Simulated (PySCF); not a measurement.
# FH, SMILES `F`: electronic structure

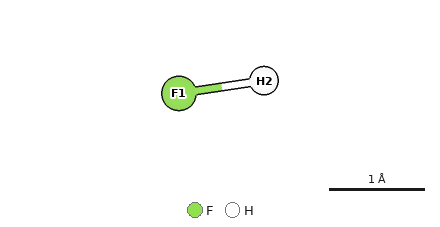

The molecule, with its atoms numbered as below. No frequency check shows the geometry to be a minimum.

Geometry (Å), atoms numbered from 1:

```
F1       0.0932    0.0000    0.0000
H2      -0.8392    0.0000    0.0000
```

Part 1: Bonding charge

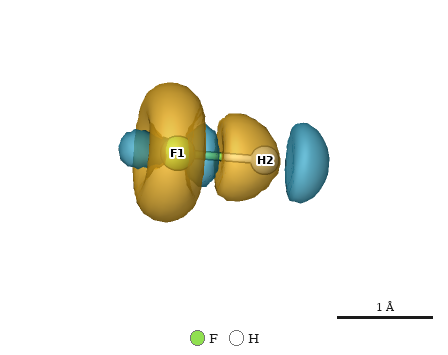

Deformation density (molecule less spherical, spin-averaged free atoms at the same positions), surfaces at ±0.1 e/Å³; yellow: gain, teal: loss.

Method: PBE0/6-311G**; geometry: GFN2-xTB; program: PySCF.

Q: How much density has each bond gained at its critical point, relative to the free atoms?

A: F1–H2: +0.76 e/Å³ at the bond critical point (bond length 0.93 Å, Mayer order 1.0). In all, 0.4 electrons gather in the regions of gain relative to the promolecule.

Part 2: Bond critical points

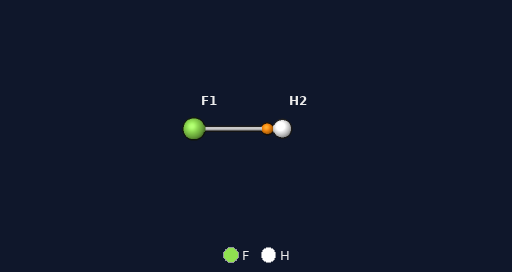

Molecular graph of the electron density (QTAIM): bond paths, bond critical points (orange), ring points (yellow, if any); weak paths are dashed.

Q: How many critical points of each kind are there, and does the count close?

A: 2 nuclei, 1 bond, 0 ring and 0 cage critical points: 2 − 1 + 0 − 0 = 1, as the Poincaré–Hopf relation requires.

Q: Give the properties at the bond critical points.

A:
```json
{"bond": "F1–H2", "length (Å)": "0.932", "ρ (a.u.)": "0.362", "∇²ρ (a.u.)": "−2.68", "ε": "0.00", "H (a.u.)": "−0.751"}
```

Q: What kind of interaction is F1–H2?

A: Shared-shell (covalent): ρ = 0.362, ∇²ρ = −2.68, H = −0.751 a.u.

Part 3: Local ionisation energy

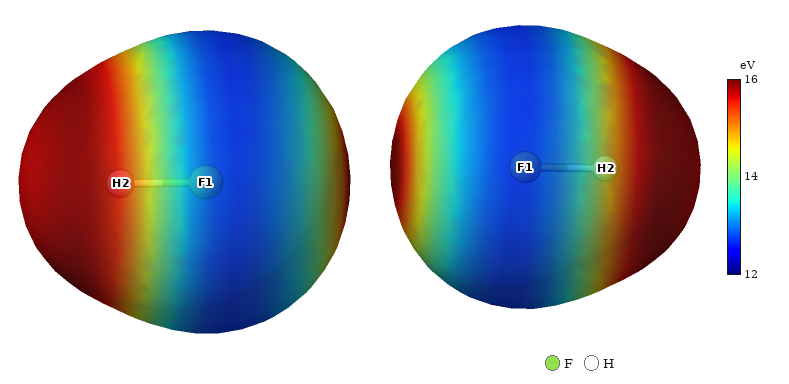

Average local ionisation energy on the surface of electron density 0.001 a.u. (back view left, front view right).

Q: Where are the most loosely bound electrons on this surface?

A: The lowest value is 12.7 eV, 1.6 Å from F1, and at like points elsewhere. Further minima include 15.6 eV, 1.1 Å from H2. For comparison, the highest occupied orbital lies at −11.1 eV.

Part 4: Excited states

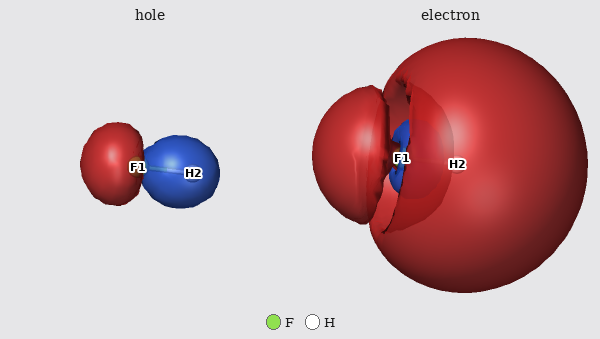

Leading natural transition orbital pair of S₃ (full linear response singlet states); the surfaces enclose about 85 % of each orbital's density.

Computed with PySCF, LC-wPBE/def2-TZVP, geometry: GFN2-xTB. Without diffuse functions Rydberg states are missing, so the states' numbers hold for this basis only.

Q: Give its energy and the atoms that hole and electron lie on.

A: 14.51 eV (85 nm), f = 0.224 (bright), partly diffuse acceptor orbital, which a basis without diffuse functions describes poorly; the leading pair carries 99 %; hole on F1 (83 %) and H2 (17 %), electron on H2 (71 %) and F1 (29 %) (atom shares of so diffuse an orbital are rough); their centroids lie 1.1 Å apart. In canonical orbitals it is mainly HOMO−2 → LUMO (99 %). The HOMO–LUMO gap is 17.43 eV.

Part 5: In an electric field

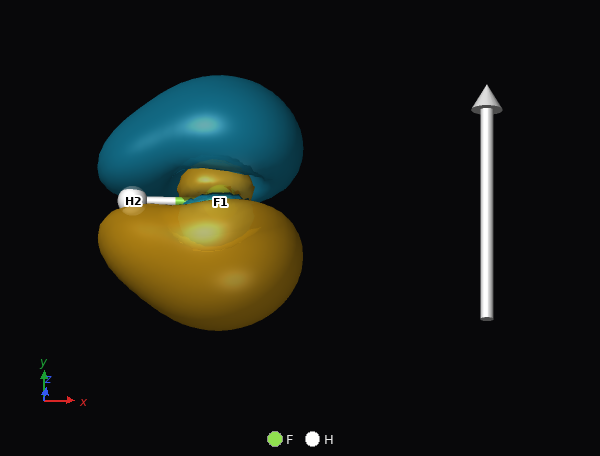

Change of the electron density in a uniform field of 0.41 V/Å along +y (arrow), surfaces at ±0.0015 e/Å³ (yellow: gain, teal: loss).

PySCF calculation, HF/def2-SVPD, gas phase; geometry: GFN2-xTB.

The field was applied in both directions; the picture shows the one opposite to the script's first.

Q: How large is the response?

A: The induced dipole is 0.09 D (along the field); α along this axis, from the fields in both directions, is 4 bohr³ (0.6 Å³).

The PySCF runs shown took 2.4 s, 7.1 s and 1.1 s on 1 thread of AMD EPYC 7R43 64-Core Processor (Zen 3), with other jobs on the host.
